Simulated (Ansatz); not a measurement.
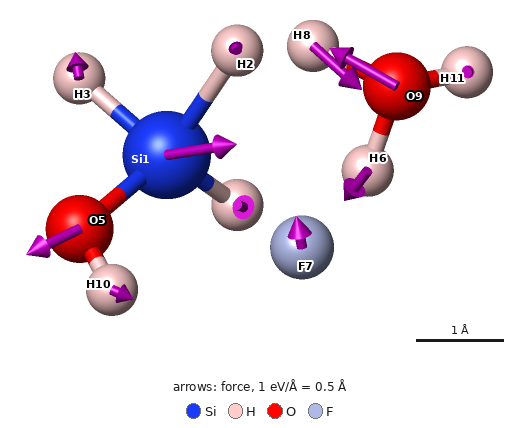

Starting geometry of SiH7O2F with the computed forces as purple arrows. The picture is a ball-and-stick view, seen at a tilt.

The reaction that was planned forms Si1–F7, H6–O9, H2–H8 and breaks Si1–H2, H6–F7, H8–O9 (atoms numbered from 1 in input order).

Computed with RKS PBE0-D4/def2-SVP in Ansatz 0.2.0. Settings: held fixed: the distance between atoms 1 (Si) and 7 (F), the distance between atoms 6 (H) and 9 (O), the distance between atoms 2 (H) and 8 (H), the distance between atoms 1 (Si) and 2 (H), the distance between atoms 6 (H) and 7 (F), the distance between atoms 8 (H) and 9 (O), counting from 1; force threshold 0.04 eV/Å; at most 150 steps.

What follows when this structure is relaxed?

Answer. It isn't relaxed: the largest force vector, on the Si atom, is 1.89 eV/Å. The final displacements have little in common with the starting forces (cosine between the two patterns 0.27). The atom that moves furthest after the best rigid fit is an H atom (0.24 Å). Largest moves by element: H 0.24 Å, F 0.15 Å, O 0.09 Å, Si 0.04 Å. Near-neighbour distances that change, for instance: O–Si 1.610 → 1.652 Å, H–Si 1.447 → 1.485 Å, H–Si 1.470 → 1.498 Å, H–O 0.964 → 0.968 Å. Among the angles between lasting bonds that change: Si–O–H 117.7° → 106.0°, H–Si–H 95.8° → 88.2°, H–Si–O 113.8° → 119.0°. Over 5 geometry steps the energy falls by 5.14 kcal/mol. Largest force component: 1.4 eV/Å at the start, 0.025 eV/Å at the end. The run took 4.6 s on 4 threads of Intel Xeon 6975P-C, on a shared host.
